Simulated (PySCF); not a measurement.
**TPSSh/aug-cc-pVDZ run of C3H6BN (SMILES C#[N+][BH2-]C=C)**

Aim: the vertical ionisation energy of C3H6BN at TPSSh/aug-cc-pVDZ, from 2 runs. Input form: a Python script.

Program for the calculation: PySCF 2.14.0.

## 1. The molecule

C3H6BN: 11 atoms, total charge 0, spin state singlet. As SMILES, `C#[N+][BH2-]C=C`. Geometry: relaxed at GFN2-xTB. This is one conformer, not always the lowest.

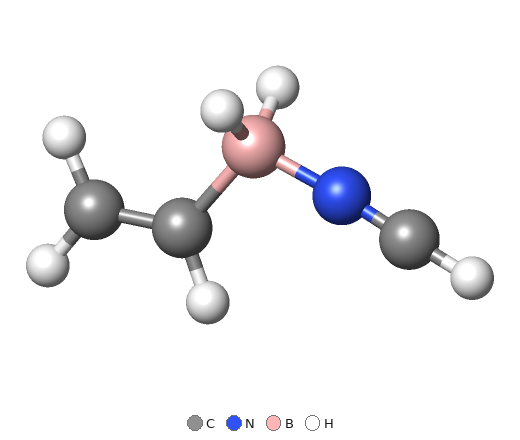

The structure, seen from a chosen angle (carbon grey, nitrogen blue, boron pink, hydrogen white).

## 2. A single-point energy at TPSSh/aug-cc-pVDZ

Input file job.py:

```python
from pyscf import gto, dft

molecule = gto.M(
    atom='''
C   -1.257840   1.864650   1.402330
N   -0.710810   0.885090   1.155660
B   -0.006810  -0.316460   0.759530
C    0.277290  -0.194750  -0.825380
C    0.909520  -1.109830  -1.538340
H   -1.767970   2.751570   1.645310
H   -0.735090  -1.221240   1.027410
H    0.994510  -0.331840   1.405980
H   -0.073970   0.694170  -1.343370
H    1.283570  -2.016020  -1.089780
H    1.087600  -1.005340  -2.599350
''',
    charge=0,
    spin=0,
    verbose=4,
    basis='aug-cc-pvdz',
    max_memory=1860,
)

myscf = dft.RKS(molecule)
myscf.xc = 'tpssh'
myscf.grids.level = 4
myscf.conv_tol = 1e-10
myscf.kernel()
if not myscf.converged:
    myscf = myscf.newton().run(myscf.mo_coeff, myscf.mo_occ)

energy = myscf.e_tot
print('E(%s) = %.9f' % ('TPSSH', energy))
```

Started as:

```console
$ OMP_NUM_THREADS=1 python job.py
```

The log of the run:

```text
PySCF version 2.14.0

[INPUT] num. atoms = 11
[INPUT] num. electrons = 36
[INPUT] charge = 0
[INPUT] spin (= nelec alpha-beta = 2S) = 0
[INPUT] symmetry False subgroup None
[INPUT] Mole.unit = angstrom
[INPUT] Symbol           X                Y                Z      unit          X                Y                Z       unit  Magmom
[INPUT]  1 C     -1.257840000000   1.864650000000   1.402330000000 AA   -2.376973108523   3.523677818170   2.650019636261 Bohr   0.0
[INPUT]  2 N     -0.710810000000   0.885090000000   1.155660000000 AA   -1.343236226602   1.672577695591   2.183880893115 Bohr   0.0
[INPUT]  3 B     -0.006810000000  -0.316460000000   0.759530000000 AA   -0.012869034908  -0.598022729380   1.435303683391 Bohr   0.0
[INPUT]  4 C      0.277290000000  -0.194750000000  -0.825380000000 AA    0.524002157081  -0.368024162759  -1.559742148694 Bohr   0.0
[INPUT]  5 C      0.909520000000  -1.109830000000  -1.538340000000 AA    1.718743704814  -2.097274744826  -2.907041286463 Bohr   0.0
[INPUT]  6 H     -1.767970000000   2.751570000000   1.645310000000 AA   -3.340979096447   5.199713712569   3.109185290008 Bohr   0.0
[INPUT]  7 H     -0.735090000000  -1.221240000000   1.027410000000 AA   -1.389118776907  -2.307809132364   1.941523517639 Bohr   0.0
[INPUT]  8 H      0.994510000000  -0.331840000000   1.405980000000 AA    1.879351528141  -0.627086717176   2.656917136616 Bohr   0.0
[INPUT]  9 H     -0.073970000000   0.694170000000  -1.343370000000 AA   -0.139783041434   1.311791183889  -2.538601383957 Bohr   0.0
[INPUT] 10 H      1.283570000000  -2.016020000000  -1.089780000000 AA    2.425595761708  -3.809725661646  -2.059385736029 Bohr   0.0
[INPUT] 11 H      1.087600000000  -1.005340000000  -2.599350000000 AA    2.055266133077  -1.899817262070  -4.912059601888 Bohr   0.0

nuclear repulsion = 138.651421652051
number of shells = 70
number of NR pGTOs = 241
number of NR cGTOs = 169
basis = aug-cc-pvdz
ecp = {}

******** <class 'pyscf.dft.rks.RKS'> ********
method = RKS
initial guess = minao
damping factor = 0
level_shift factor = 0
DIIS = <class 'pyscf.scf.diis.CDIIS'>
diis_start_cycle = 1
diis_space = 8
diis_damp = 0
SCF conv_tol = 1e-10
SCF conv_tol_grad = None
SCF max_cycles = 50
direct_scf = True
direct_scf_tol = 1e-13
XC library pyscf.dft.libxc version 7.0.0
    S. Lehtola, C. Steigemann, M. J.T. Oliveira, and M. A.L. Marques.,  SoftwareX 7, 1–5 (2018)
XC functionals = tpssh
radial grids:
    Treutler-Ahlrichs [JCP 102, 346 (1995); DOI:10.1063/1.469408] (M4) radial grids

becke partition: Becke, JCP 88, 2547 (1988); DOI:10.1063/1.454033
pruning grids: <function nwchem_prune>
grids dens level: 4
symmetrized grids: False
atomic radii adjust function: <function treutler_atomic_radii_adjust>
small_rho_cutoff = 0
Set gradient conv threshold to 1e-05
Initial guess from minao.
tot grids = 236056
init E= -197.962562173022
  HOMO = -0.311787483833667  LUMO = -0.0930407554833357  gap/eV = 5.95240
cycle= 1 E= -197.393789121594  delta_E= 0.569  |g|= 0.552  |ddm|= 9.43
  HOMO = -0.109164007413158  LUMO = -0.0625021882825374  gap/eV = 1.26973
cycle= 2 E= -196.850978675573  delta_E= 0.543  |g|= 1.44  |ddm|= 3.93
  HOMO = -0.202601449820282  LUMO = -0.0426328413427608  gap/eV = 4.35297
cycle= 3 E= -197.491036446873  delta_E= -0.64  |g|= 0.142  |ddm|= 1.88
  HOMO = -0.221899066753082  LUMO = -0.0685647147829206  gap/eV = 4.17244
cycle= 4 E= -197.495180979771  delta_E= -0.00414  |g|= 0.0835  |ddm|= 0.579
  HOMO = -0.21551386890048  LUMO = -0.068779832627997  gap/eV = 3.99284
cycle= 5 E= -197.496634028854  delta_E= -0.00145  |g|= 0.0371  |ddm|= 0.194
  HOMO = -0.216514628951866  LUMO = -0.0636097429142932  gap/eV = 4.16075
cycle= 6 E= -197.497046132359  delta_E= -0.000412  |g|= 0.00501  |ddm|= 0.0736
  HOMO = -0.216894192096936  LUMO = -0.0635658613697276  gap/eV = 4.17228
cycle= 7 E= -197.497052683477  delta_E= -6.55e-06  |g|= 0.00136  |ddm|= 0.0127
  HOMO = -0.216880916184737  LUMO = -0.0635176806379435  gap/eV = 4.17323
cycle= 8 E= -197.497053243433  delta_E= -5.6e-07  |g|= 0.000423  |ddm|= 0.00378
  HOMO = -0.216902035784415  LUMO = -0.063511915853245  gap/eV = 4.17396
cycle= 9 E= -197.497053272547  delta_E= -2.91e-08  |g|= 0.000264  |ddm|= 0.00101
  HOMO = -0.216891621916658  LUMO = -0.0635205315738053  gap/eV = 4.17344
cycle= 10 E= -197.497053288349  delta_E= -1.58e-08  |g|= 3.94e-05  |ddm|= 0.000479
  HOMO = -0.216889224466777  LUMO = -0.0635242242017812  gap/eV = 4.17327
cycle= 11 E= -197.497053288783  delta_E= -4.34e-10  |g|= 4.68e-06  |ddm|= 6.71e-05
  HOMO = -0.216889257461874  LUMO = -0.0635248300113228  gap/eV = 4.17326
cycle= 12 E= -197.49705328879  delta_E= -6.76e-12  |g|= 1.11e-06  |ddm|= 2.63e-05
  HOMO = -0.216889450558723  LUMO = -0.0635246866514203  gap/eV = 4.17327
Extra cycle  E= -197.497053288787  delta_E= 2.9e-12  |g|= 2.13e-06  |ddm|= 4.95e-06
converged SCF energy = -197.497053288787
E(TPSSH) = -197.497053289
```

Wall time 1.7 min (1 thread of Arm Neoverse V2, shared host); peak memory 1.4 GiB.

## 3. The doublet cation

Input file input.xyz:

```xyz
11
C3H6BN
C     -1.257840     1.864650     1.402330
N     -0.710810     0.885090     1.155660
B     -0.006810    -0.316460     0.759530
C      0.277290    -0.194750    -0.825380
C      0.909520    -1.109830    -1.538340
H     -1.767970     2.751570     1.645310
H     -0.735090    -1.221240     1.027410
H      0.994510    -0.331840     1.405980
H     -0.073970     0.694170    -1.343370
H      1.283570    -2.016020    -1.089780
H      1.087600    -1.005340    -2.599350
```

Input file run.py:

```python
from pyscf import gto, dft

system = gto.M(
    atom='input.xyz',
    max_memory=1860,
    basis='aug-cc-pvdz',
    charge=1,
    verbose=4,
    spin=1,
)

mf = dft.UKS(system, xc='tpssh')
mf.conv_tol = 1e-10
mf.grids.level = 4
mf.kernel()
if not mf.converged:
    mf = mf.newton().run(mf.mo_coeff, mf.mo_occ)

e_final = mf.e_tot
print('E = %.10f Eh' % e_final)
```

Started as:

```console
$ OMP_NUM_THREADS=1 python run.py
```

The log of the run:

```text
PySCF version 2.14.0

[... 59 lines left out ...]
WARN: HOMO -0.311787483833667 >= LUMO -0.311787483833668
[... 58 lines left out ...]
converged SCF energy = -197.185521860679  <S^2> = 0.7550708  2S+1 = 2.0050644
E = -197.1855218607 Eh
```

Run time: 3.8 min. Hardware: 1 thread of Arm Neoverse V2, shared host; peak memory 1.5 GiB.

## 4. Summary of results

Level: TPSSh/aug-cc-pVDZ.

| quantity | value |
| --- | --- |
| singlet C3H6BN: total energy | -197.49705 Eh |
| singlet C3H6BN: dipole moment | 5.55 D |
| singlet C3H6BN: HOMO energy | -5.90 eV |
| singlet C3H6BN: LUMO energy | -1.73 eV |
| singlet C3H6BN: HOMO–LUMO gap | 4.17 eV |
| doublet cation: total energy | -197.18552 Eh |
| doublet cation: HOMO energy (highest over α and β) | -13.10 eV |
| doublet cation: LUMO energy (lowest over α and β) | -11.03 eV |
| doublet cation: ⟨S²⟩ | 0.755 |
| vertical ionisation energy (to the doublet cation) | 8.477 eV |

**Reading.** Removing an electron at fixed nuclei costs 8.48 eV (818 kJ/mol). −ε(HOMO) before ionisation, 5.90 eV, is 2.58 eV below this ionisation energy. Mulliken charges (singlet C3H6BN) run from -1.09 on B3 to +0.83 on C4; in a basis this large or diffuse they mean little. Mulliken charges (doublet cation) run from -0.86 on B3 to +0.93 on C4; in a basis this large or diffuse they mean little.
